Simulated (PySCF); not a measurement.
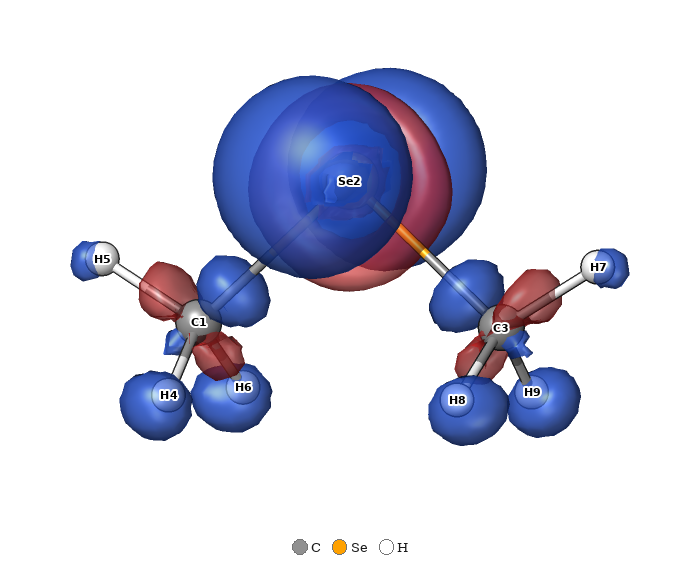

C₂H₆Se, SMILES `C[Se]C`. Fukui function f⁻ = ρ(N) − ρ(N−1) at fixed geometry, surfaces at ±0.04 e/Å³ (blue positive, red negative).

Method: B3LYP/def2-TZVP; geometry: GFN2-xTB; program: PySCF. No frequency check shows the geometry to be a minimum. GFN2-xTB bond lengths at metals and heavier atoms can be off by up to 0.1 Å and shapes distorted, which carries into these values.

Input

```python
import numpy as np
from pyscf import gto, scf, dft
from pyscf.scf import atom_ks, atom_hf
from scipy.linalg import block_diag

def solve(mol, dm0=None, hcore=None):
    mf = (dft.UKS if mol.spin else dft.RKS)(mol, xc='b3lyp')
    mf.grids.level = 3
    mf = mf.density_fit(auxbasis='def2-universal-jkfit')
    mf.conv_tol, mf.max_cycle = 1e-8, 80
    if hcore is not None:
        mf.get_hcore = lambda *args: hcore
    mf.kernel(dm0)
    if not mf.converged:
        mf = mf.newton().run(mf.mo_coeff, mf.mo_occ, max_cycle=30)
    assert mf.converged, 'SCF not converged'
    return mf

mol = gto.M(atom='''
C      1.46098     0.82107     0.00043
Se    -0.00001    -0.47441     0.00000
C     -1.46097     0.82109    -0.00043
H      1.39334     1.43658     0.89440
H      2.39412     0.26528    -0.00186
H      1.39392     1.43653    -0.89358
H     -2.39411     0.26531     0.00186
H     -1.39381     1.43664     0.89357
H     -1.39332     1.43659    -0.89441
''', basis='def2-tzvp', charge=0, spin=0, verbose=4)
mf = solve(mol)
out = dict(e0=mf.e_tot, dm0=mf.make_rdm1(), c=mf.mo_coeff, occ=mf.mo_occ, eps=mf.mo_energy)
for name, dq, spin in [('cation', 1, 1), ('anion', -1, 1)]:
    ion = mol.copy().set(charge=mol.charge + dq, spin=spin).build()
    mi = solve(ion)
    if spin and dq > 0 and mol.nao < 130:
        c, _, stable, _ = mi.stability(return_status=True)
        if not stable:
            mi = solve(ion, mi.make_rdm1(c, mi.mo_occ))
    print(name, 'vertical energy change / eV', (mi.e_tot - mf.e_tot) * 27.211386)
    out.update({'e_' + name: mi.e_tot, 'dm_' + name: mi.make_rdm1(), 's2_' + name: mi.spin_square()[0], 'eps_' + name: mi.mo_energy, 'occ_' + name: mi.mo_occ})
# spherically averaged free atoms, for the promolecule
atm = atom_ks.get_atm_nrks(mol, xc='b3lyp')
pro = block_diag(*[(atm[a[0]][2] * atm[a[0]][3]) @ atm[a[0]][2].T for a in mol._atom])
np.savez('result.npz', pro=pro, **out)
```

Launched as:

```sh
OMP_NUM_THREADS=1 python input.py
```

The run took 65 s on 1 thread of Arm Neoverse V2, on a shared host, peak memory 0.66 GiB.

Partitions, critical points and surface values were worked out afterwards from this run's density.

Question: On which atoms does the density change most on removal of an electron?

Answer: f⁻ (Hirshfeld-condensed) is largest on Se2 (0.57); the vertical ionisation energy is 8.31 eV (the stability of the cation's solution wasn't checked). Condensed values hint at sites of electrophilic attack but needn't mark the atom that reacts. Orbital relaxation makes it negative in places (0.17 e in all).
